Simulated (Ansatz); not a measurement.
F₂GeHO (SMILES [O][GeH]([F])[F]) (doublet)

| atom | x (Å) | y (Å) | z (Å) |
| --- | --- | --- | --- |
| O | -0.2231 | -0.7185 | 1.5762 |
| Ge | 0.0856 | -0.0102 | -0.0231 |
| F | -0.6643 | 1.5276 | -0.1054 |
| F | -0.7317 | -0.9361 | -1.2098 |
| H | 1.5835 | 0.0636 | -0.2792 |

Geometry: PBE0-D4/def2-TZVP.

Theory: Ansatz, UKS PBE0-D4/def2-TZVPP.

Q: Predict the electron density, electron localisation function and spin density between the atoms.

A: Ge–F (1.71 Å): ρ at the midpoint is about 1 e/Å³; the ELF peaks at about 0.80 in the valence shell of F, 0.5 Å from its nucleus, and is about 0.25 at the midpoint.
Ge–O (1.78 Å): the density is about 1 e/Å³ at the midpoint; the ELF peaks at about 0.90 in the valence shell of O, 0.6 Å from its nucleus, and is about 0.35 at the midpoint.
The unpaired spin (1 electron) lies mostly on O1 (about 0.9), in electrons by Hirshfeld's partition.

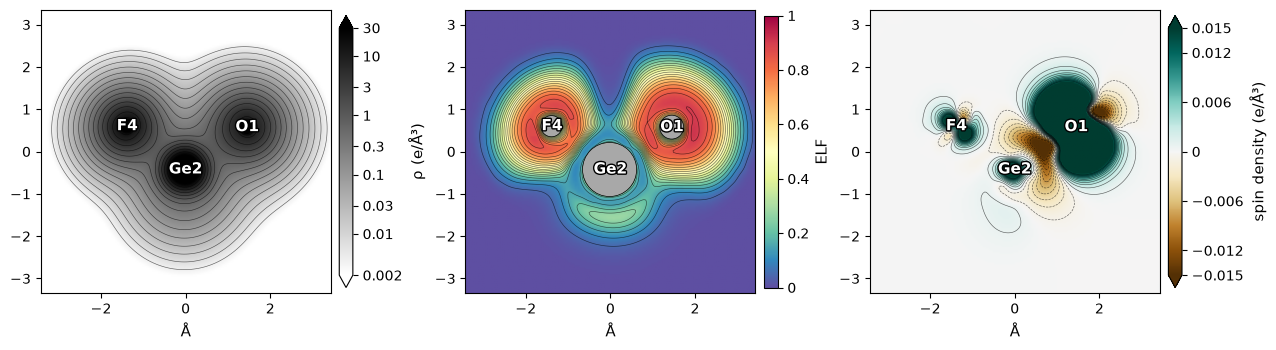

Computed electron density, electron localisation function and spin density on the plane of atoms O1, Ge2 and F4, in this order. Grey discs cover the atomic cores in the ELF map. 
